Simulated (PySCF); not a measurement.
# C6H5NO: excited states, first hyperpolarisability

What do calculations give for the excited states, first hyperpolarisability of C6H5NO (`O=Cc1ccccn1`)?

Computed with PySCF 2.14.0 and routines of our own; the level stands in each step. Atoms count from 0.

## 1. The starting structure

13 atoms, charge 0, multiplicity 1; geometry from: GFN2-xTB.

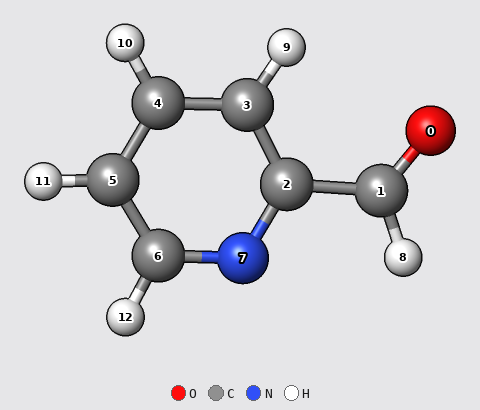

The starting geometry (oxygen red, carbon grey, nitrogen blue, hydrogen white).

## 2. Optimising the geometry at PBE0-D3(BJ)/def2-SVP

The job: settings as JSON, then the geometry in Å.

```
{"job": {"xc": "PBE0", "basis": "def2-SVP", "d3": "d3bj", "grid": 2, "kind": "geom"}, "charge": 0, "multiplicity": 1}
O      3.090092     0.691034     0.146357
C      2.348735    -0.237901    -0.041141
C      0.874339    -0.157398    -0.029302
C      0.221643     1.051585     0.210636
C     -1.163127     1.064784     0.208463
C     -1.837494    -0.122050    -0.032123
C     -1.091575    -1.274292    -0.260421
N      0.224605    -1.297008    -0.259690
H      2.720033    -1.257821    -0.244675
H      0.807147     1.939744     0.390613
H     -1.706889     1.980622     0.389452
H     -2.915926    -0.157981    -0.043499
H     -1.575970    -2.222832    -0.452398
```

Started as:

```sh
OMP_NUM_THREADS=1 python excited_run.py task.json out
```

This one command runs all jobs of the session in turn.

The program printed:

```text
step   0  E = -360.94116185  max force = 0.011349
step   1  E = -360.94221347  max force = 0.002023
step   2  E = -360.94220700  max force = 0.001238
step   3  E = -360.94222192  max force = 0.000645
step   4  E = -360.94222284  max force = 0.000403
optimisation converged
```

It took 32 s on 1 thread of Arm Neoverse V2, shared host; peak memory 0.69 GiB.

Relaxation path:

```csv
step,energy from step 0 (eV),largest force component (eV/Å)
0,0.0000,0.5836
1,-0.0286,0.1040
2,-0.0284,0.0637
3,-0.0288,0.0332
4,-0.0289,0.0207
```

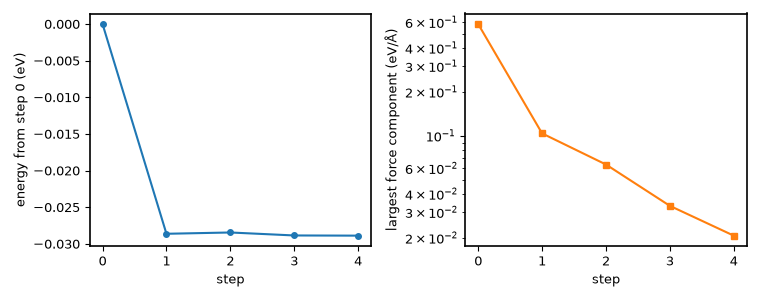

Energy and largest force along the relaxation.

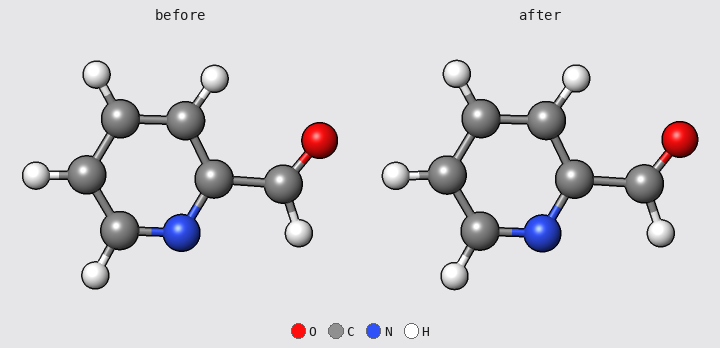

The geometry before (left) and after (right).

Distances of close pairs at the start and the end, largest changes first:

```csv
bond,before (Å),after (Å),change (Å)
C6–H12,1.082,1.096,+0.014
C1–C2,1.477,1.490,+0.013
C1–H8,1.104,1.118,+0.013
C5–H11,1.079,1.092,+0.013
C3–H9,1.079,1.092,+0.013
C4–H10,1.080,1.093,+0.012
C6–N7,1.316,1.328,+0.011
C4–C5,1.386,1.394,+0.008
```

The end geometry stands in the next job.

```csv
at the end point,value
point group (found at 0.08 Å tolerance),Cs
"rotational constants (GHz, main isotopes)","5.382, 1.626, 1.249"
dipole moment (D),3.55
```

## 3. Excited states: TDA wB97X-D/def2-TZVP

The job: settings as JSON, then the geometry in Å.

```
{"job": {"kind": "states", "xc": "wB97X-D", "basis": "def2-TZVP", "tda": true, "soc": true, "nstates": 6, "ntriplets": 5, "nquad": 4}, "charge": 0, "multiplicity": 1}
O      3.059175     0.668548     0.195864
C      2.339175    -0.276424     0.001156
C      0.850814    -0.205908     0.007947
C      0.205515     1.010206     0.249061
C     -1.184357     1.023923     0.245504
C     -1.860964    -0.170199     0.002824
C     -1.117328    -1.330543    -0.226953
N      0.209986    -1.352787    -0.225417
H      2.728443    -1.303843    -0.204041
H      0.808205     1.902443     0.430878
H     -1.735369     1.949654     0.428800
H     -2.952472    -0.207930    -0.009528
H     -1.625294    -2.282230    -0.420348
```

With the program's defaults for keys left out, this is: TDA wB97X-D/def2-TZVP excited states, vertical, gas phase, spin-orbit mean-field couplings.

The program printed:

```text
coarse grid: 11768 points
cycle   1  E = -361.4728799786  dE =  1.737e+00  |g| = 8.507e-01  |ddm| = 3.126e+00
cycle   2  E = -361.2969666484  dE =  1.759e-01  |g| = 1.361e+00  |ddm| = 2.794e+00
cycle   3  E = -361.6236049010  dE = -3.266e-01  |g| = 7.938e-02  |ddm| = 1.969e+00
cycle   4  E = -361.6243220425  dE = -7.171e-04  |g| = 6.785e-02  |ddm| = 1.282e-01
cycle   5  E = -361.6252877746  dE = -9.657e-04  |g| = 1.399e-02  |ddm| = 6.872e-02
cycle   6  E = -361.6253388346  dE = -5.106e-05  |g| = 4.573e-03  |ddm| = 2.853e-02
cycle   7  E = -361.6253460345  dE = -7.200e-06  |g| = 1.759e-03  |ddm| = 1.177e-02
final grid: 116312 points
cycle   8  E = -361.6106121787  dE = -1.562e-04  |g| = 5.523e-03  |ddm| = 1.430e-01
cycle   9  E = -361.6106140472  dE = -1.868e-06  |g| = 5.130e-03  |ddm| = 1.470e-02
cycle  10  E = -361.6106189676  dE = -4.920e-06  |g| = 8.874e-04  |ddm| = 3.276e-03
cycle  11  E = -361.6106191158  dE = -1.482e-07  |g| = 4.952e-04  |ddm| = 1.976e-03
cycle  12  E = -361.6106191776  dE = -6.176e-08  |g| = 1.380e-04  |ddm| = 5.366e-04
cycle  13  E = -361.6106191836  dE = -6.039e-09  |g| = 6.135e-05  |ddm| = 4.005e-04
cycle  14  E = -361.6106191856  dE = -1.997e-09  |g| = 2.473e-05  |ddm| = 1.876e-04
cycle  15  E = -361.6106191860  dE = -3.455e-10  |g| = 1.023e-05  |ddm| = 7.284e-05
converged SCF energy = -361.6106191860

Singlet excitations
state   eV       nm        f     d(h-e)  d(exc)  Lambda  PR(NTO)  |dmu|/D   mu/D   main configurations
  1   3.7380   331.7   0.00001   0.871   2.535   0.520   1.021    2.471    1.266   H->L 0.85
  2   4.6602   266.0   0.00168   1.012   2.764   0.481   1.062    2.465    5.360   H-2->L 0.88
  3   5.3362   232.3   0.09760   0.449   2.791   0.706   1.597    1.221    4.919   H-1->L 0.46, H-3->L 0.23, H-1->L+1 0.20
  4   5.3396   232.2   0.00318   1.129   2.723   0.381   1.025    2.672    2.375   H-2->L+1 0.48, H->L+1 0.47
  5   5.9239   209.3   0.19096   0.847   2.966   0.692   1.404                     H-1->L 0.42, H-1->L+1 0.28, H-3->L 0.25
  6   6.3541   195.1   0.00022   2.763   3.745   0.381   1.033                     H->L+1 0.48, H-2->L+1 0.46

Triplet excitations (Tamm-Dancoff)
state   eV     d(h-e)  d(exc)  Lambda  PR(NTO)   main configurations
  1   3.2145   0.824   2.448   0.517   1.026   H->L 0.81, H->L+2 0.09
  2   3.7884   0.410   2.703   0.726   1.162   H-1->L 0.85
  3   4.1418   0.880   2.593   0.463   1.098   H-2->L 0.67, H-2->L+1 0.13, H->L+1 0.09
  4   4.6269   0.201   2.506   0.703   1.051   H-1->L+1 0.62, H-3->L+1 0.19, H-1->L 0.09
  5   4.7841   0.437   2.704   0.682   1.618   H-3->L 0.64, H-1->L+1 0.23
S1 - T1 = 0.5235 eV

Spin-orbit couplings |<S|Hso|T>| (cm-1)
             T1       T2       T3       T4       T5
S0       46.005    0.032   38.763    0.011    0.033
S1        0.326   17.653    0.637    2.360    3.878
S2        1.178    2.485    0.181    4.931    8.802
S3        6.341    0.097    5.154    0.130    0.123
S4        0.278    2.207    0.648    3.281    3.365
S5       15.071    0.039    1.976    0.041    0.037
S6        0.548    1.158    2.977    8.758    5.628
T1 sublevels (cm-1): 0.000 0.000 0.137   radiative rates (1/s): 0.00425 3.04 687
```

It took 51 s on 1 thread of Arm Neoverse V2, shared host; peak memory 1 GiB.

In short:

```csv
quantity,value
S1 less T1,0.52 eV
```

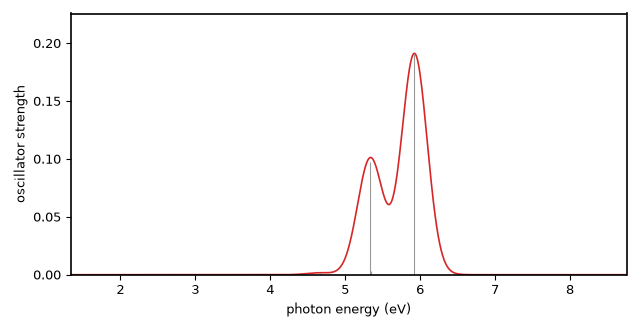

Absorption lines of the singlets. Lines are broadened to a width of 0.40 eV (Gaussian).

The fields below are evaluated on a grid from the run's orbitals.

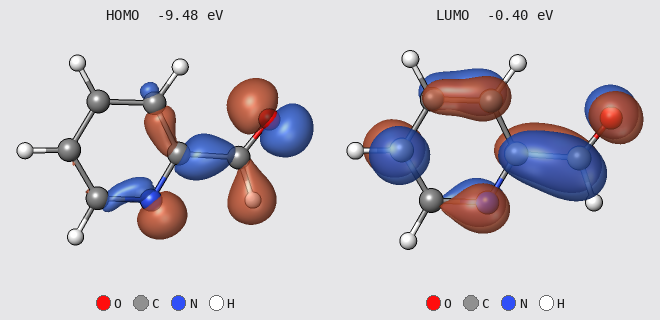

Frontier orbitals at wB97X-D/def2-TZVP; each surface holds 70 % of the orbital's density, blue and red mark the sign.

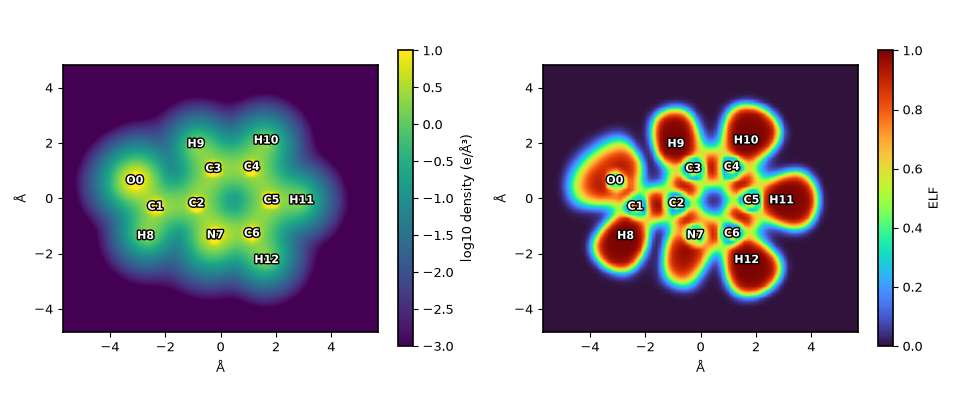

Density (left) and ELF (right) in a plane through or near 13 of the atoms.

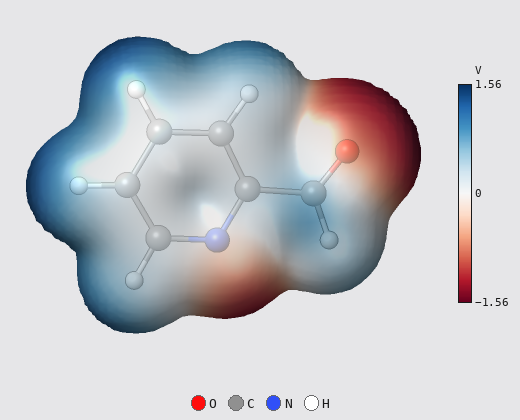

Electrostatic potential on the surface of density 0.002 e/bohr³; red is low, blue high. It runs from -1.56 V near O0 to 1.38 V near H10.

## 4. Excited states: TDDFT CAM-B3LYP/aug-cc-pVDZ

Settings changed since step 3:

```diff
@@ -1,2 +1,2 @@
-{"job": {"kind": "states", "xc": "wB97X-D", "basis": "def2-TZVP", "tda": true, "soc": true, "nstates": 6, "ntriplets": 5, "nquad": 4}, "charge": 0, "multiplicity": 1}
+{"job": {"kind": "states", "xc": "CAM-B3LYP", "basis": "aug-cc-pVDZ", "tpa": true, "nstates": 8, "nquad": 6, "ntriplets": 0}, "charge": 0, "multiplicity": 1}
 O      3.059175     0.668548     0.195864
```

With the program's defaults for keys left out, this is: TDDFT CAM-B3LYP/aug-cc-pVDZ excited states, vertical, gas phase, two-photon moments by quadratic response.

The program printed:

```text
coarse grid: 11768 points
cycle   1  E = -361.3090678873  dE =  1.708e+00  |g| = 7.921e-01  |ddm| = 1.909e+01
cycle   2  E = -361.0797010724  dE =  2.294e-01  |g| = 1.393e+00  |ddm| = 5.501e+00
cycle   3  E = -361.4462950496  dE = -3.666e-01  |g| = 8.112e-02  |ddm| = 3.558e+00
cycle   4  E = -361.4468595079  dE = -5.645e-04  |g| = 7.240e-02  |ddm| = 4.086e-01
cycle   5  E = -361.4479929243  dE = -1.133e-03  |g| = 1.381e-02  |ddm| = 1.763e-01
cycle   6  E = -361.4480357972  dE = -4.287e-05  |g| = 5.201e-03  |ddm| = 7.442e-02
cycle   7  E = -361.4480437094  dE = -7.912e-06  |g| = 1.540e-03  |ddm| = 2.375e-02
final grid: 116312 points
cycle   8  E = -361.4711259866  dE = -1.671e-05  |g| = 3.377e-03  |ddm| = 2.709e-01
cycle   9  E = -361.4711256357  dE =  3.510e-07  |g| = 3.935e-03  |ddm| = 3.524e-02
cycle  10  E = -361.4711291823  dE = -3.547e-06  |g| = 6.846e-04  |ddm| = 1.596e-02
cycle  11  E = -361.4711292721  dE = -8.976e-08  |g| = 2.106e-04  |ddm| = 2.265e-03
cycle  12  E = -361.4711292822  dE = -1.018e-08  |g| = 9.593e-05  |ddm| = 1.186e-03
cycle  13  E = -361.4711292851  dE = -2.833e-09  |g| = 2.996e-05  |ddm| = 4.594e-04
cycle  14  E = -361.4711292854  dE = -3.176e-10  |g| = 1.323e-05  |ddm| = 1.353e-04
converged SCF energy = -361.4711292854

Singlet excitations
state   eV       nm        f     d(h-e)  d(exc)  Lambda  PR(NTO)  |dmu|/D   mu/D   delta(TPA)   sigma/GM   main configurations
  1   3.6990   335.2   0.00008   0.880   2.556   0.505   1.021    2.459    1.367        0.16      0.001   H->L 0.84
  2   4.6638   265.8   0.00125   1.016   2.790   0.473   1.064    2.500    5.433        0.23      0.002   H-2->L 0.84
  3   5.1899   238.9   0.12799   0.517   2.842   0.699   1.489    1.585    5.361       35.46      0.350   H-1->L 0.65, H-3->L 0.14, H-1->L+1 0.13
  4   5.3337   232.5   0.00247   1.123   2.784   0.377   1.035    2.672    2.463        0.35      0.004   H-2->L+1 0.46, H->L+1 0.46
  5   5.6715   218.6   0.10230   0.647   2.946   0.665   1.585    1.880    5.609      148.04      1.744   H-1->L+1 0.37, H-3->L 0.32, H-1->L 0.28
  6   6.3233   196.1   0.00011   2.773   3.801   0.372   1.040    7.730    3.962        0.27      0.004   H->L+1 0.49, H-2->L+1 0.45
  7   6.6972   185.1   0.35005   0.827   3.056   0.633   2.313                                            H-3->L 0.51, H-1->L+1 0.44
  8   7.0203   176.6   0.00474   1.726   4.478   0.203   1.020                                            H-1->L+2 0.90
```

Run time: 47 s. Hardware: 1 thread of Arm Neoverse V2, shared host; peak memory 0.95 GiB.

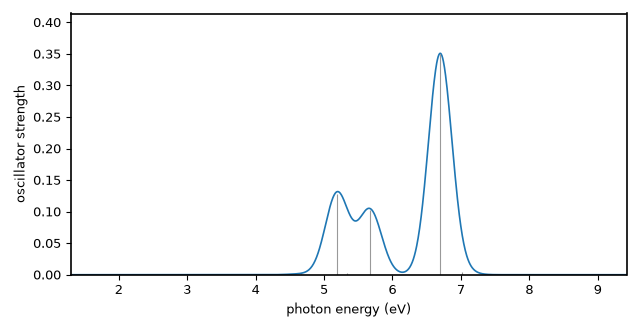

Absorption lines of the singlets. Lines are broadened to a width of 0.40 eV (Gaussian).

## 5. First hyperpolarisability: quadratic response CAM-B3LYP/aug-cc-pVDZ

Settings changed since step 4:

```diff
@@ -1,2 +1,2 @@
-{"job": {"kind": "states", "xc": "CAM-B3LYP", "basis": "aug-cc-pVDZ", "tpa": true, "nstates": 8, "nquad": 6, "ntriplets": 0}, "charge": 0, "multiplicity": 1}
+{"job": {"kind": "beta", "xc": "CAM-B3LYP", "basis": "aug-cc-pVDZ"}, "charge": 0, "multiplicity": 1}
 O      3.059175     0.668548     0.195864
```

Level: quadratic response CAM-B3LYP/aug-cc-pVDZ first hyperpolarisability, Taylor convention, gas phase.

The program printed:

```text
coarse grid: 11768 points
cycle   1  E = -361.3090678873  dE =  1.708e+00  |g| = 7.921e-01  |ddm| = 1.909e+01
cycle   2  E = -361.0797010724  dE =  2.294e-01  |g| = 1.393e+00  |ddm| = 5.501e+00
cycle   3  E = -361.4462950496  dE = -3.666e-01  |g| = 8.112e-02  |ddm| = 3.558e+00
cycle   4  E = -361.4468595079  dE = -5.645e-04  |g| = 7.240e-02  |ddm| = 4.086e-01
cycle   5  E = -361.4479929243  dE = -1.133e-03  |g| = 1.381e-02  |ddm| = 1.763e-01
cycle   6  E = -361.4480357972  dE = -4.287e-05  |g| = 5.201e-03  |ddm| = 7.442e-02
cycle   7  E = -361.4480437094  dE = -7.912e-06  |g| = 1.540e-03  |ddm| = 2.375e-02
final grid: 116312 points
cycle   8  E = -361.4711259866  dE = -1.671e-05  |g| = 3.377e-03  |ddm| = 2.709e-01
cycle   9  E = -361.4711256357  dE =  3.510e-07  |g| = 3.935e-03  |ddm| = 3.524e-02
cycle  10  E = -361.4711291823  dE = -3.547e-06  |g| = 6.846e-04  |ddm| = 1.596e-02
cycle  11  E = -361.4711292721  dE = -8.976e-08  |g| = 2.106e-04  |ddm| = 2.265e-03
cycle  12  E = -361.4711292822  dE = -1.018e-08  |g| = 9.593e-05  |ddm| = 1.186e-03
cycle  13  E = -361.4711292851  dE = -2.833e-09  |g| = 2.996e-05  |ddm| = 4.594e-04
cycle  14  E = -361.4711292854  dE = -3.176e-10  |g| = 1.323e-05  |ddm| = 1.353e-04
converged SCF energy = -361.4711292854

Lowest singlets (eV, f): 3.6990 0.0001  4.6638 0.0012  5.1899 0.1280

First hyperpolarisability (au)
process     nm      |vector|   parallel      HRS      DR
static         -      171.52      83.67      80.31   3.597
shg       1907.0      188.56      94.37      87.88   3.643
eope      1907.0      176.93      87.07          -       -
shg       1064.0      236.61     124.26     108.99   3.766
eope      1064.0      189.86      95.18          -       -
```

Wall time 38 s (1 thread of Arm Neoverse V2, shared host); peak memory 0.94 GiB.

## 6. Excited states: TDA wB97X-D/def2-TZVP in benzene

Settings changed since step 5:

```diff
@@ -1,2 +1,2 @@
-{"job": {"kind": "beta", "xc": "CAM-B3LYP", "basis": "aug-cc-pVDZ"}, "charge": 0, "multiplicity": 1}
+{"job": {"kind": "states", "xc": "wB97X-D", "basis": "def2-TZVP", "tda": true, "soc": true, "nstates": 6, "ntriplets": 5, "nquad": 4, "solvent": "benzene"}, "charge": 0, "multiplicity": 1}
 O      3.059175     0.668548     0.195864
```

Level: TDA wB97X-D/def2-TZVP excited states, vertical, IEF-PCM benzene (non-equilibrium response), spin-orbit mean-field couplings.

The program printed:

```text
coarse grid: 11768 points
cycle   1  E = -361.4846664342  dE =  1.725e+00  |g| = 8.371e-01  |ddm| = 3.124e+00
cycle   2  E = -361.3396119298  dE =  1.451e-01  |g| = 1.288e+00  |ddm| = 2.518e+00
cycle   3  E = -361.6286545931  dE = -2.890e-01  |g| = 6.816e-02  |ddm| = 1.728e+00
cycle   4  E = -361.6292837587  dE = -6.292e-04  |g| = 5.693e-02  |ddm| = 1.130e-01
cycle   5  E = -361.6299583183  dE = -6.746e-04  |g| = 1.256e-02  |ddm| = 6.298e-02
cycle   6  E = -361.6300008658  dE = -4.255e-05  |g| = 3.995e-03  |ddm| = 2.699e-02
cycle   7  E = -361.6300066411  dE = -5.775e-06  |g| = 1.603e-03  |ddm| = 1.108e-02
final grid: 116312 points
cycle   8  E = -361.6152370460  dE = -1.566e-04  |g| = 5.459e-03  |ddm| = 1.428e-01
cycle   9  E = -361.6152388512  dE = -1.805e-06  |g| = 5.064e-03  |ddm| = 1.407e-02
cycle  10  E = -361.6152435805  dE = -4.729e-06  |g| = 8.871e-04  |ddm| = 3.280e-03
cycle  11  E = -361.6152437366  dE = -1.560e-07  |g| = 4.568e-04  |ddm| = 1.930e-03
cycle  12  E = -361.6152437914  dE = -5.477e-08  |g| = 1.339e-04  |ddm| = 5.189e-04
cycle  13  E = -361.6152437973  dE = -5.977e-09  |g| = 5.933e-05  |ddm| = 3.975e-04
cycle  14  E = -361.6152437993  dE = -2.016e-09  |g| = 2.278e-05  |ddm| = 1.931e-04
cycle  15  E = -361.6152437997  dE = -3.274e-10  |g| = 9.254e-06  |ddm| = 7.468e-05
converged SCF energy = -361.6152437997

Singlet excitations
state   eV       nm        f     d(h-e)  d(exc)  Lambda  PR(NTO)  |dmu|/D   mu/D   main configurations
  1   3.7969   326.5   0.00000   0.822   2.525   0.528   1.023    2.657    1.640   H->L 0.84
  2   4.6772   265.1   0.00202   1.000   2.768   0.489   1.065    2.898    6.232   H-2->L 0.85, H->L 0.09
  3   5.2507   236.1   0.18174   0.574   2.829   0.704   1.407    1.836    6.092   H-1->L 0.60, H-3->L 0.17, H-1->L+1 0.15
  4   5.4139   229.0   0.00374   1.103   2.711   0.384   1.023    3.059    2.814   H->L+1 0.52, H-2->L+1 0.43
  5   5.8068   213.5   0.21449   0.856   2.965   0.681   1.395                     H-3->L 0.33, H-1->L 0.32, H-1->L+1 0.31
  6   6.5070   190.5   0.00021   2.739   3.734   0.392   1.037                     H-2->L+1 0.50, H->L+1 0.43

Triplet excitations (Tamm-Dancoff)
state   eV     d(h-e)  d(exc)  Lambda  PR(NTO)   main configurations
  1   3.2872   0.789   2.443   0.525   1.028   H->L 0.80, H-2->L 0.08
  2   3.7654   0.457   2.720   0.717   1.144   H-1->L 0.86
  3   4.1815   0.873   2.606   0.471   1.102   H-2->L 0.66, H-2->L+1 0.11, H->L+1 0.09
  4   4.6263   0.170   2.506   0.703   1.100   H-1->L+1 0.51, H-3->L+1 0.21, H-3->L 0.16
  5   4.7593   0.404   2.715   0.670   1.842   H-3->L 0.58, H-1->L+1 0.34
S1 - T1 = 0.5097 eV

Spin-orbit couplings |<S|Hso|T>| (cm-1)
             T1       T2       T3       T4       T5
S0       44.996    0.030   38.927    0.013    0.034
S1        0.318   17.063    0.807    1.148    4.075
S2        1.359    2.907    0.193    6.211    7.894
S3        8.437    0.046    5.553    0.060    0.030
S4        0.240    2.166    0.605    3.552    2.665
S5       14.238    0.042    2.356    0.023    0.041
S6        0.737    1.025    3.228    7.825    6.575
T1 sublevels (cm-1): 0.000 0.000 0.138   radiative rates (1/s): 0.00775 3.94 799
```

Run time: 47 s. Hardware: 1 thread of Arm Neoverse V2, shared host; peak memory 1.1 GiB.

Key values:

```csv
quantity,value
S1 less T1,0.51 eV
```

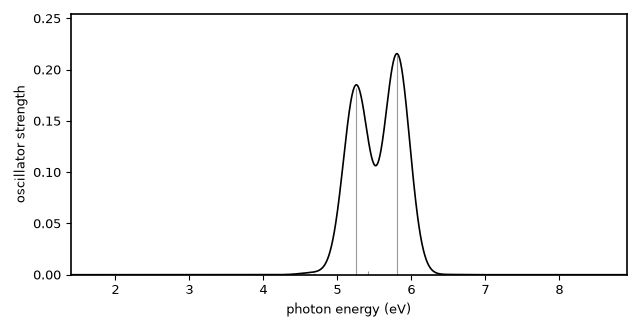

Absorption lines of the singlets. Lines are broadened to a width of 0.40 eV (Gaussian).

## 7. Outcome

```
                                                   quantity                                                value
                                                point group                                                   Cs
                       rotational constants (main isotopes)                                 5.38, 1.63, 1.25 GHz
                 S1 less T1 (step 3, TDA wB97X-D/def2-TZVP)                                              0.52 eV
                      surface potential, least and greatest                                   -1.56 V and 1.38 V
β vector (step 5, quadratic response CAM-B3LYP/aug-cc-pVDZ)  static 172, SHG 1907.0 nm 189, SHG 1064.0 nm 237 au
      S1 less T1 (step 6, TDA wB97X-D/def2-TZVP in benzene)                                              0.51 eV
```

**Reading.** The optimisation took 4 steps and gained 0.029 eV; among the close pairs (by a distance rule), C6–H12 changed most, from 1.082 to 1.096 Å. In step 3 some excited states are degenerate or nearly so. In step 3, the number of triplets below S1 is 1, and the largest singlet-triplet spin-orbit coupling is S0–T1, 46.01 cm⁻¹. By nearest atom (wB97X-D/def2-TZVP), the HOMO sits on O0 47 %; N7 15 % and the LUMO on C1 21 %; O0 17 %. β grows from 172 au (static) to 237 au for doubling at 1064.0 nm: normal dispersion, which grows as twice the photon energy moves toward the bright states. In step 6, the number of triplets below S1 is 2, and the largest singlet-triplet spin-orbit coupling is S0–T1, 45.00 cm⁻¹.
